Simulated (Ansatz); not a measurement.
Formation energy of the bound charge states of Si on the Al site (broken-bond start) in corundum (start: the Al site; started 0.95 Å off site, one bond broken; 120-site cell, 2×2×2 Γ-centred sampling) against the Fermi level, O-rich (Δμ(Al) = -7.45 eV, Δμ(Si) = -8.35 eV, bounded by alpha cristobalite; only phases computed here count, gases as isolated molecules at 0 K). Method: PBE, PAW (plane waves to 420 eV; Ansatz, an electronic-structure program).

Details: 120-site cell; 2×2×2 Γ-centred k-points; host gap 5.85 eV; charged states image-corrected; finite-size errors of tenths of an eV; flagged in the runs: a host whose relaxation on this sampling wasn't shown to rest, a strain field that reaches the edge of the cell.

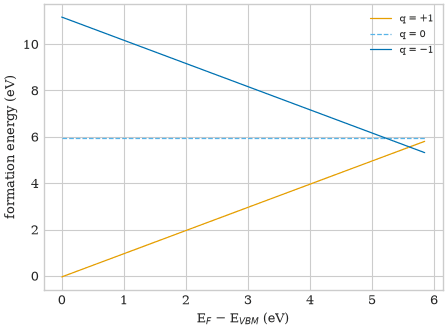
Figure. Formation energy of each charge state against the Fermi level

Crossings of the lowest lines: (+1/−1) at 5.61 eV. At the valence-band maximum: q = +1: -0.044 eV; q = 0: 5.95 eV; q = −1: 11.17 eV.
